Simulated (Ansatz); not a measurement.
**CH4FGeS radical: how energies converge with the basis set**

Aim: see how fast density functionals converge with the basis set for CH4FGeS radical.

Method: one geometry, several basis sets; program: Ansatz 0.2.0, Gaussian basis.

Levels to be run: PBE0-D4/def2-SVP; ωB97M-V/def2-SVP; PBE0-D4/def2-QZVPP; ωB97M-V/def2-QZVPP; the functionals' def2-TZVPP values are taken from earlier runs.

## Step 1: The geometry

The geometry comes from an earlier relaxation with PBE0-D4/def2-TZVP; it is a stationary point, not always the lowest conformer.

SMILES `C[S][GeH][F]`, 8 atoms, charge 0, spin multiplicity 2.

Atoms are counted from 1 here; the program's logs count them from 0.

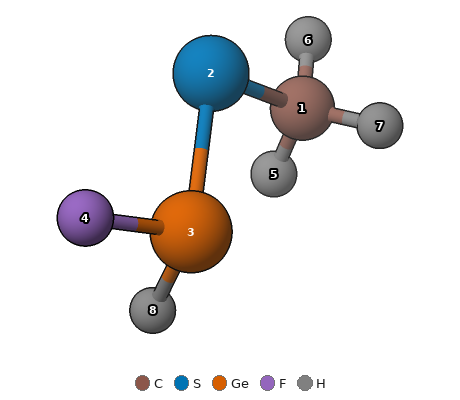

The geometry (carbon brown, sulfur blue, germanium orange, fluorine purple, hydrogen grey); atoms are numbered from 1 in the order of the file.

## Step 2: PBE0-D4 in def2-SVP

The input, in.yaml:

```yaml
crystal:
  periodic: [false, false, false]
  atoms:
    - {symbol: C, position_ang: [-0.131179, 1.328378, -0.303649]}
    - {symbol: S, position_ang: [-0.875860, 0.134641, 0.843951]}
    - {symbol: Ge, position_ang: [0.588358, -1.505207, 0.574202]}
    - {symbol: F, position_ang: [-0.149258, -2.873001, 1.370026]}
    - {symbol: H, position_ang: [0.056119, 0.883034, -1.281229]}
    - {symbol: H, position_ang: [-0.858812, 2.130926, -0.421893]}
    - {symbol: H, position_ang: [0.788641, 1.746645, 0.102573]}
    - {symbol: H, position_ang: [0.674191, -1.902516, -0.939881]}
basis:
  gaussian: {orbitals: def2-SVP}
magnetization: {spin_polarized: true, initial_magnetization: 1}
hamiltonian: {xc: pbe0, dispersion: d4}
output: {orbitals: {seedname: orbitals}}
```

The run is started by

```bash
$ ansatz run in.yaml --threads 2 --pin off --events-out ev --progress --plain --max-ram 22528MiB --backend cpu
```

After this run come: ωB97M-V in def2-SVP; PBE0-D4 in def2-QZVPP; ωB97M-V in def2-QZVPP.

Before running them: what should the planned runs give, taken together? Wanted: PBE0-D4: double and triple zeta above quadruple; ωB97M-V: double and triple zeta above quadruple.

As calculated:

| quantity | value |
| --- | --- |
| PBE0-D4: double and triple zeta above quadruple | 17.45, 1.78 eV |
| ωB97M-V: double and triple zeta above quadruple | 17.48, 1.73 eV |

For PBE0-D4 the step from double to triple zeta gains 15.66 eV and the next only 1.78 eV. These are total energies; as a rule much of such shifts cancels in differences, which this series doesn't test.
